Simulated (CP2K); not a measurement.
# CH5AlO2 (SMILES [CH3][Al]([OH])[OH]): PM3

What is the vertical ionisation energy of CH5AlO2 at PM3? 

The results are computed with CP2K 2026.2.

4 further runs of the same task are left out: 2 that didn't finish, 2 set aside as unsound or not needed.

### Step 1. Starting point

CH5AlO2 has 9 atoms, charge 0, and is taken as a singlet. As SMILES, `[CH3][Al]([OH])[OH]`. The shape comes from GFN2-xTB, which is rough for such elements, and wasn't checked as a minimum. This is one conformer, not always the lowest.

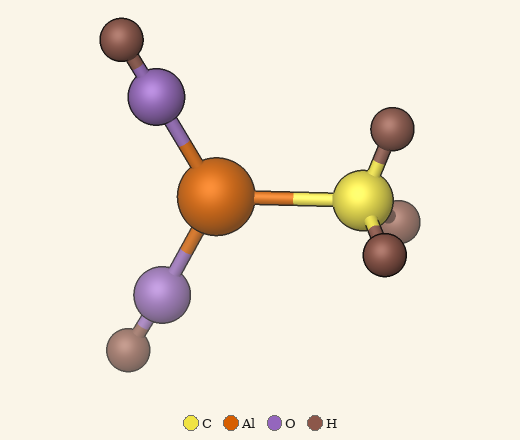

Viewed from a chosen angle; carbon yellow, aluminium orange, oxygen purple, hydrogen brown.

### Step 2. A single-point energy at PM3

qs.inp

```
&GLOBAL
   PROJECT qs
   RUN_TYPE ENERGY
   PRINT_LEVEL MEDIUM
&END GLOBAL

&FORCE_EVAL
   METHOD Quickstep
   &DFT
      # Quickstep
      &QS
         METHOD PM3
         EPS_DEFAULT 1.0E-10
         &SE
            &COULOMB
               CUTOFF [angstrom] 50
               RC_RANGE [angstrom] 0
            &END COULOMB
            &EXCHANGE
               CUTOFF [angstrom] 50
               RC_RANGE [angstrom] 0
            &END EXCHANGE
         &END SE
      &END QS
      &POISSON
         PERIODIC NONE
         POISSON_SOLVER ANALYTIC
      &END POISSON
      &SCF
         SCF_GUESS ATOMIC
         EPS_SCF 1.0E-07
         MAX_SCF 100
         ADDED_MOS 2
         &DIAGONALIZATION
            ALGORITHM STANDARD
         &END DIAGONALIZATION
         &MIXING
            METHOD DIRECT_P_MIXING
            ALPHA 0.4
         &END MIXING
      &END SCF
      # extra output
      &PRINT
         &MOMENTS
            PERIODIC F
            REFERENCE COM
            MAX_MOMENT 1
         &END MOMENTS
         &MO ON
            ENERGIES T
            OCCUPATION_NUMBERS T
            NDIGITS 6
            &EACH
               QS_SCF 0
            &END EACH
            ADD_LAST NUMERIC
         &END MO
         &HIRSHFELD OFF
         &END HIRSHFELD
      &END PRINT
   &END DFT
   # structure
   &SUBSYS
      # box in angstrom
      &CELL
         ABC 12.8 14.3 14.5
         PERIODIC NONE
      &END CELL
      &COORD
         C      6.354450     8.547915     5.984820
         Al     6.375010     7.086555     7.339800
         O      7.295440     5.761325     7.010170
         O      5.489120     7.271615     8.715590
         H      6.131160     8.156735     4.994240
         H      5.619730     9.310815     6.229140
         H      7.328880     9.028125     5.919770
         H      7.819250     4.989185     6.863480
         H      4.980750     7.369465     9.505760
      &END COORD
   &END SUBSYS
&END FORCE_EVAL
```

On the command line:

```
OMP_NUM_THREADS=1 cp2k.psmp -i qs.inp -o qs.out
```

The log of the run (excerpt; [...] marks lines left out):

```text
CP2K| version string:                                       CP2K version 2026.2
[...]
 GLOBAL| Method name                                                        CP2K
[...]
 GLOBAL| Run type                                                         ENERGY
[...]
                             - Atoms:                                          9
[...]
                             - Spherical basis functions:                     21
[...]
 Number of electrons:                                                         24
[...]
     1 P_Mix/Diag. 0.40E+00    0.0     0.83282498       -25.1564307197 -2.52E+01
[...]
    23 DIIS/Diag.  0.45E-07    0.0     0.00000005       -30.6967262033 -3.55E-14
  *** SCF run converged in    23 steps ***
  Core-core repulsion energy [eV]:                           1260.39356787772772
  Core Hamiltonian energy [eV]:                             -1366.22452815857196
  Two-electron integral energy [eV]:                        -1458.93887915550818
  Electronic energy [eV]:                                   -2095.69396773632616
  Total energy [eV]:                                         -835.30039985859844
  Atomic reference energy [eV]:                               829.46542841911480
  Heat of formation [kcal/mol]:                              -134.55764863895368
[...]
 SE_DIPOLE| Moment [Debye]         -0.01137080       0.78464465      -0.76180253
 SE_DIPOLE| Derivative [a.u.]       0.00000000       0.00000000       0.00000000
 ENERGY| Total FORCE_EVAL ( QS ) energy [hartree]            -30.696726203336461
[...]
```

Wall time 0.44 s (1 thread of Arm Neoverse N1, shared host); peak memory 0.13 GiB.

### Step 3. The doublet cation

molecule.inp

```
&GLOBAL
 PROJECT molecule
 RUN_TYPE ENERGY
 PRINT_LEVEL MEDIUM
&END GLOBAL
&FORCE_EVAL
 METHOD QS
 &DFT
  CHARGE 1
  MULTIPLICITY 2
  UKS T
  # Quickstep
  &QS
   METHOD PM3
   EPS_DEFAULT 1.0E-10
   &SE
    &COULOMB
     CUTOFF [angstrom] 50
     RC_RANGE [angstrom] 0
    &END COULOMB
    &EXCHANGE
     CUTOFF [angstrom] 50
     RC_RANGE [angstrom] 0
    &END EXCHANGE
   &END SE
  &END QS
  # isolated system
  &POISSON
   PERIODIC NONE
   POISSON_SOLVER ANALYTIC
  &END POISSON
  &SCF
   SCF_GUESS ATOMIC
   EPS_SCF 1.0E-07
   MAX_SCF 100
   ADDED_MOS 4
   &DIAGONALIZATION
    ALGORITHM STANDARD
   &END DIAGONALIZATION
   &MIXING
    METHOD DIRECT_P_MIXING
    ALPHA 0.4
   &END MIXING
  &END SCF
  # extra output
  &PRINT
   &MOMENTS
    PERIODIC F
    REFERENCE COM
    MAX_MOMENT 1
   &END MOMENTS
   &MO ON
    ENERGIES T
    OCCUPATION_NUMBERS T
    NDIGITS 6
    &EACH
     QS_SCF 0
    &END EACH
    ADD_LAST NUMERIC
   &END MO
   &HIRSHFELD OFF
   &END HIRSHFELD
  &END PRINT
 &END DFT
 &SUBSYS
  # vacuum box
  &CELL
   ABC 12.8 14.3 14.5
   PERIODIC NONE
  &END CELL
  &COORD
   C      6.354450     8.547915     5.984820
   Al     6.375010     7.086555     7.339800
   O      7.295440     5.761325     7.010170
   O      5.489120     7.271615     8.715590
   H      6.131160     8.156735     4.994240
   H      5.619730     9.310815     6.229140
   H      7.328880     9.028125     5.919770
   H      7.819250     4.989185     6.863480
   H      4.980750     7.369465     9.505760
  &END COORD
 &END SUBSYS
&END FORCE_EVAL
```

On the command line:

```
OMP_NUM_THREADS=1 cp2k.psmp -i molecule.inp > molecule.out 2>&1
```

The log of the run (excerpt; [...] marks lines left out):

```text
CP2K| version string:                                       CP2K version 2026.2
[...]
 GLOBAL| Method name                                                        CP2K
[...]
 GLOBAL| Run type                                                         ENERGY
[...]
                             - Atoms:                                          9
[...]
                             - Spherical basis functions:                     21
[...]
 Number of electrons:                                                         12
[...]
     1 P_Mix/Diag. 0.40E+00    0.0     0.41660884       -24.7008608994 -2.47E+01
[...]
    27 DIIS/Diag.  0.13E-06    0.0     0.00000005       -30.3669436930 -5.04E-13
  *** SCF run converged in    27 steps ***
  Core-core repulsion energy [eV]:                           1260.39356787772772
  Core Hamiltonian energy [eV]:                             -1333.14111101147842
  Two-electron integral energy [eV]:                        -1507.15803649488998
  Electronic energy [eV]:                                   -2086.72012925892341
  Total energy [eV]:                                         -826.32656138119569
  Atomic reference energy [eV]:                               829.46542841911480
  Heat of formation [kcal/mol]:                                72.38399920087539
[...]
 SE_DIPOLE| Moment [Debye]          0.04397027      -1.81193988       1.62791327
 SE_DIPOLE| Derivative [a.u.]       0.00000000       0.00000000       0.00000000
 ENERGY| Total FORCE_EVAL ( QS ) energy [hartree]            -30.366943693019898
[...]
```

Wall time 0.48 s (1 thread of Arm Neoverse N1, shared host); peak memory 0.13 GiB.

### Step 4. Results

Level: PM3.

```
                                          quantity            value
                     singlet CH5AlO2: total energy     -30.69673 Eh
                    singlet CH5AlO2: dipole moment           1.09 D
                      singlet CH5AlO2: HOMO energy         -9.30 eV
                      singlet CH5AlO2: LUMO energy         -0.76 eV
                    singlet CH5AlO2: HOMO–LUMO gap          8.55 eV
                singlet CH5AlO2: heat of formation  -134.6 kcal/mol
                      doublet cation: total energy     -30.36694 Eh
doublet cation: HOMO energy (highest over α and β)        -16.32 eV
 doublet cation: LUMO energy (lowest over α and β)         -8.70 eV
                 doublet cation: heat of formation    72.4 kcal/mol
vertical ionisation energy (to the doublet cation)         8.974 eV
```

In words: The vertical ionisation energy comes to 8.97 eV (207 kcal/mol).
